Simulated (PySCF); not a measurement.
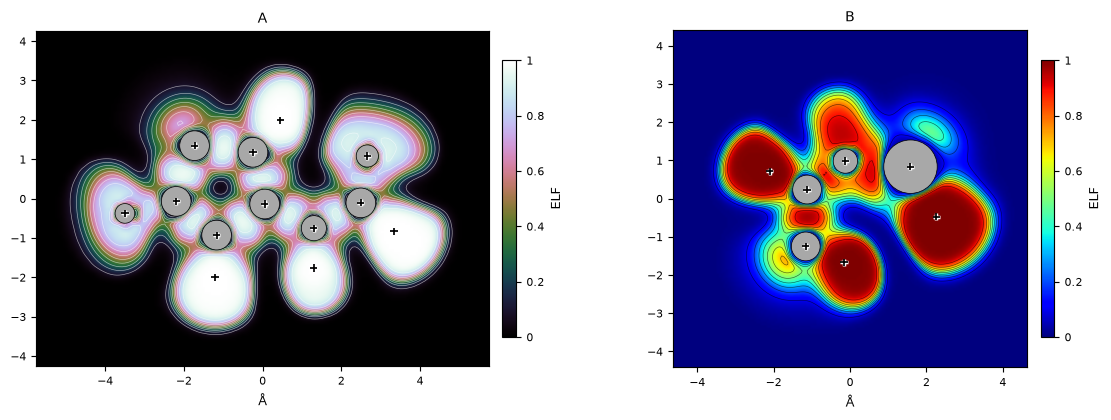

The ELF of 2 systems, each on a plane through atoms (crosses mark nuclei in the plane; grey discs cover the cores).

All numbers below come from PBE0/pcSseg-1, SCF density, gas phase, non-relativistic (PySCF 2.14.0).

System 1: C$_{3}$H$_{6}$N$_{2}$Si, the plane of atoms N3, C2 and H10. Geometry: GFN2-xTB.

```xyz
12

C     1.9278   -0.0493   -0.2737
C     0.9943    0.3742    0.8077
N    -0.2335    0.1568    0.8925
Si   -1.4595   -0.6273   -0.0063
C    -2.5985    0.7949   -0.4210
N    -3.3131    1.6456   -0.6976
H     2.3791    0.8344   -0.7233
H     1.4107   -0.6231   -1.0379
H     2.7327   -0.6461    0.1539
H     1.4583    0.9441    1.6169
H    -1.1893   -1.2905   -1.2908
H    -2.1078   -1.5144    0.9534
```

System 2: C$_{6}$H$_{6}$FNO, the plane of atoms N3, C4 and C5. Geometry: GFN2-xTB.

```xyz
15

O    -2.7370   -1.1721    0.3038
C    -2.6846    0.0217    0.1713
N    -1.5571    0.7679    0.0722
C    -0.2550    0.2748    0.1089
C     0.1646   -0.9982    0.2440
C     1.6584   -1.0285    0.2267
C     1.9890    0.4146    0.0618
F     3.2572    0.8370   -0.0026
C     0.8869    1.1685   -0.0068
H    -3.5889    0.6577    0.1138
H    -1.6435    1.7677   -0.0365
H    -0.4502   -1.8690    0.3487
H     2.0755   -1.4372    1.1496
H     2.0521   -1.6310   -0.5947
H     0.8282    2.2340   -0.1246
```

Question: Which map belongs to which system?

Answer: Panel A is system 2, C$_{6}$H$_{6}$FNO: the plane holds O, C, N, F and H. C–O (1.20 Å): the ELF peaks at about 0.85 between the atoms: a short, multiple covalent bond. Panel B is system 1, C$_{3}$H$_{6}$N$_{2}$Si: the plane holds C, N, Si and H. C–C (1.49 Å): the ELF peaks at about 0.95 between the atoms, as expected for a shared electron pair.
